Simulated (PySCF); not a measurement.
**One shape, several levels: Si3H8 (trisilane)**

We compute a comparison of 3 runs (HF/STO-3G, wB97M-V/6-31G*, wB97X/6-31G*) of Si3H8 (trisilane). Input form: a Python script.

Program for the calculation: PySCF 2.14.0.

1 further run of the same task is left out (set aside as unsound or not needed).

## Step 1: Starting point

The species is Si3H8 (11 atoms), meant as a singlet with charge 0. SMILES: `[SiH3][SiH2][SiH3]`. The Si1–Si2 distance was set to 2.689 Å, away from the relaxed value.

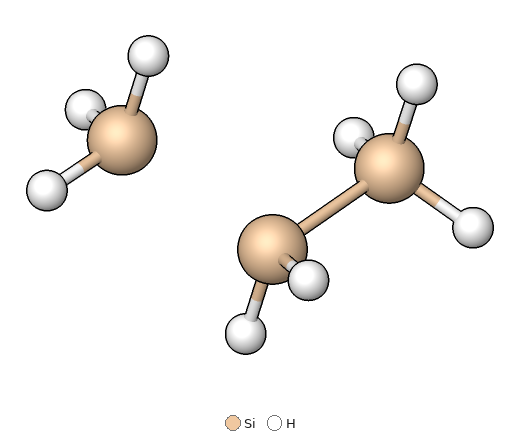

The structure, seen from a chosen angle (silicon light orange, hydrogen white).

## Step 2: A single-point energy at HF/STO-3G (run 1)

Input file input.xyz:

```xyz
11
H8Si3
Si    -1.417083     1.692868    -0.559616
Si    -0.462570    -0.807300    -0.296320
Si     1.631930    -0.774400     0.742750
H     -2.750363     1.693858    -1.219466
H     -0.478543     2.506578    -1.378416
H     -1.547053     2.326228     0.780294
H     -0.343400    -1.440160    -1.640160
H     -1.410380    -1.620800     0.516390
H      1.515950    -0.154940     2.090430
H      2.583820     0.031780    -0.068050
H      2.179610    -2.149160     0.894770
```

Input file run.py:

```python
from pyscf import gto

molecule = gto.M(
    atom='input.xyz',
    charge=0,
    max_memory=1860,
    basis='sto-3g',
    spin=0,
    verbose=3,
)

hf = molecule.RHF()
hf.conv_tol = 1e-10
hf.kernel()
if not hf.converged:
    hf = hf.newton().run(hf.mo_coeff, hf.mo_occ)

etot = hf.e_tot
print(f'total energy: {etot:.8f} hartree')
```

On the command line:

```bash
$ OMP_NUM_THREADS=1 python run.py
```

Output:

```text
converged SCF energy = -861.432207919917
total energy: -861.43220792 hartree
```

Wall time 0.7 s (1 thread of Arm Neoverse V2, shared host); peak memory 0.12 GiB.

## Step 3: The energy at wB97M-V/6-31G(d) (spherical functions) (run 2)

Input file job.py:

```python
from pyscf import gto, dft

mol = gto.M(
    atom='''
Si  -1.417083   1.692868  -0.559616
Si  -0.462570  -0.807300  -0.296320
Si   1.631930  -0.774400   0.742750
H   -2.750363   1.693858  -1.219466
H   -0.478543   2.506578  -1.378416
H   -1.547053   2.326228   0.780294
H   -0.343400  -1.440160  -1.640160
H   -1.410380  -1.620800   0.516390
H    1.515950  -0.154940   2.090430
H    2.583820   0.031780  -0.068050
H    2.179610  -2.149160   0.894770
''',
    max_memory=1860,
    verbose=4,
    basis='6-31g*',
)

mf = dft.RKS(mol)
mf.xc = 'wb97m-v'
mf.conv_tol = 1e-10
mf.nlcgrids.level = 1
mf.grids.level = 5
mf.kernel()
if not mf.converged:
    mf = mf.newton().run(mf.mo_coeff, mf.mo_occ)

e_final = mf.e_tot
print('Final energy', e_final)
```

On the command line:

```bash
$ OMP_NUM_THREADS=1 python job.py
```

Output:

```text
PySCF version 2.14.0

[... 87 lines left out ...]
converged SCF energy = -873.096611243421
Final energy -873.0966112434211
```

It took 86 s on 1 thread of Arm Neoverse V2, shared host; peak memory 0.41 GiB.

## Step 4: The energy at wB97X/6-31G(d) (spherical functions) (run 3)

Input file job.py:

```python
from pyscf import gto, dft

system = gto.M(
    atom='''
Si    -2.677899     3.199057    -1.057521
Si    -0.874131    -1.525576    -0.559964
Si     3.083901    -1.463404     1.403594
H     -5.197433     3.200928    -2.304457
H     -0.904315     4.736746    -2.604829
H     -2.923506     4.395934     1.474542
H     -0.648932    -2.721508    -3.099453
H     -2.665232    -3.062868     0.975836
H      2.864730    -0.292794     3.950340
H      4.882712     0.060055    -0.128596
H      4.118866    -4.061324     1.690870
''',
    basis='6-31g*',
    charge=0,
    max_memory=1860,
    unit='bohr',
    verbose=4,
)

ks = dft.RKS(system, xc='wb97x')
ks.conv_tol = 1e-10
ks.grids.level = 5
ks.kernel()
if not ks.converged:
    ks = ks.newton().run(ks.mo_coeff, ks.mo_occ)

energy = ks.e_tot
print('Final energy', energy)
```

On the command line:

```bash
$ OMP_NUM_THREADS=1 python job.py
```

Output:

```text
PySCF version 2.14.0

[... 76 lines left out ...]
converged SCF energy = -873.178155331299
Final energy -873.1781553312994
```

Wall time 24 s (1 thread of Arm Neoverse V2, shared host); peak memory 0.37 GiB.

## Step 5: The series

```csv
run,level,integration grid,nlc grid,energy (Eh),dipole moment (D),HOMO energy (eV),LUMO energy (eV),wall time
1,HF/STO-3G,–,–,-861.432208,0.19,-7.07,7.59,0.7 s
2,wB97M-V/6-31G* (spherical functions),5,1,-873.096611,0.04,-9.42,1.05,86 s
3,wB97X/6-31G* (spherical functions),5,–,-873.178155,0.04,-9.72,1.37,24 s
```

## Step 6: What came out

```
            quantity          value
 run 3: total energy  -873.17816 Eh
run 3: dipole moment         0.04 D
  run 3: HOMO energy       -9.72 eV
  run 3: LUMO energy        1.37 eV
run 3: HOMO–LUMO gap       11.09 eV
```

In words: The dipole moment (its size) runs from 0.04 D (wB97M-V/6-31G*) to 0.19 D (HF/STO-3G). The two ends differ in method and basis. The HOMO–LUMO gap runs from 10.47 eV (wB97M-V/6-31G*) to 14.66 eV (HF/STO-3G). Totals of different functionals can't be ranked against each other. In run 1 the basis is minimal, so the values are rough. All runs together took 1.8 min, the longest 86 s.
